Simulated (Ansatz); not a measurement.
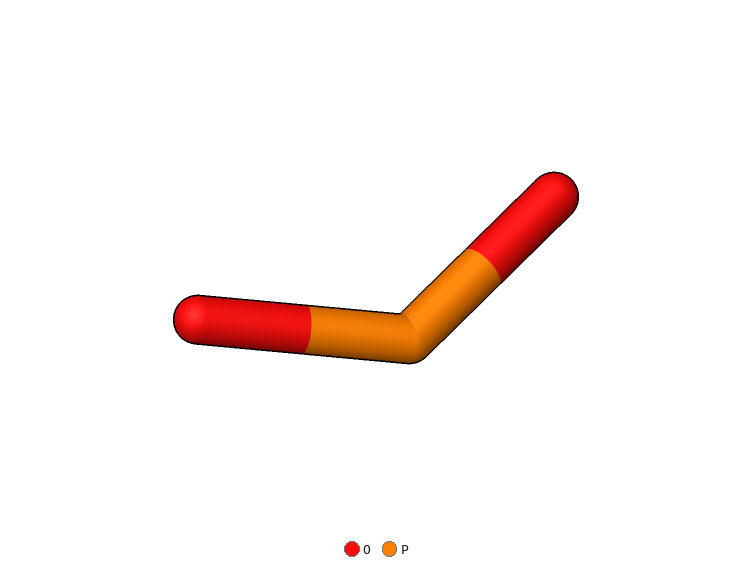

State: neutral, doublet. Computed geometry: PBE-D4/def2-SVP optimisation. No frequency run is at hand to confirm it as a minimum.

Draw it as a skeletal formula.

SMILES: [O]P=O

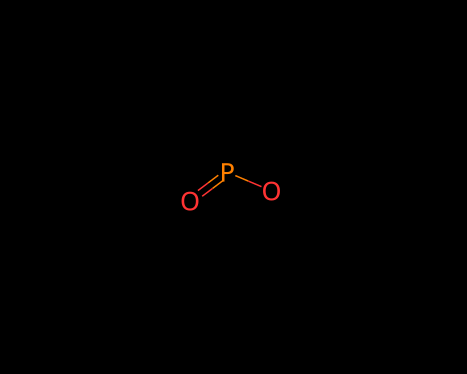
